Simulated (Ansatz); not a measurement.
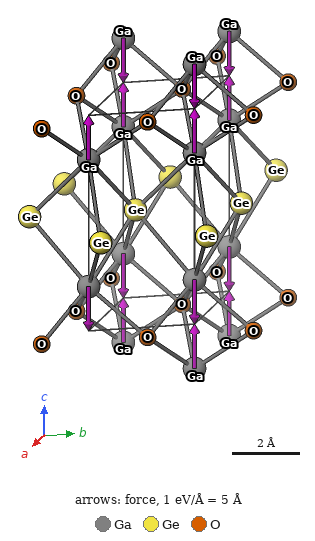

Starting geometry of crystalline Ga2GeO (a generated structure, set up in P-6m2) with the computed forces as purple arrows. The picture is a ball-and-stick view of the cell of the calculation, seen slightly off an axis.

These are results of Ansatz, DFT PBE, scalar-relativistic, plane waves, PAW, not measurements. (plane-wave cutoff 420 eV; k-point mesh 18 × 18 × 8; occupations gaussian; smearing width 0.1 eV; no spin polarisation; cell and atoms relaxed; force threshold 0.01 eV/Å; at most 80 steps)

What follows when this structure is relaxed?

It isn't relaxed: the largest force vector, on Ga atoms, is 0.29 eV/Å. The atoms end up moving mostly along the starting forces (cosine between the two patterns 1.00). Over 9 accepted moves (12 points after the start) the energy falls by 76.6 meV per atom. The largest force component goes from 0.29 to 0.004 eV/Å. The pressure goes from 0.58 to 0.02 GPa. The line search rejected the trial step at point 6 of the run. At 2 points the geometry stayed and the basis and grid were re-selected for the new cell (energy shift of 8.1 meV per atom at most each time). The largest moves relative to the cell, 0.16 Å, are those of Ga atoms. O and Ge stay in place. Cell: a = b 3.244 → 2.995 Å (−7.7 %), c 6.837 → 7.993 Å (+16.9 %). Volume −0.3 %. Near-neighbour distances that change, for instance: Ga–Ge 2.749 → 3.054 Å, Ga–O 2.341 → 2.275 Å. Bond angles that change, for instance: Ga–O–Ga 73.8° → 81.1°, O–Ga–O 87.7° → 82.3°, Ga–O–Ga 87.7° → 82.3°. The space group stays P-6m2 (No. 187).
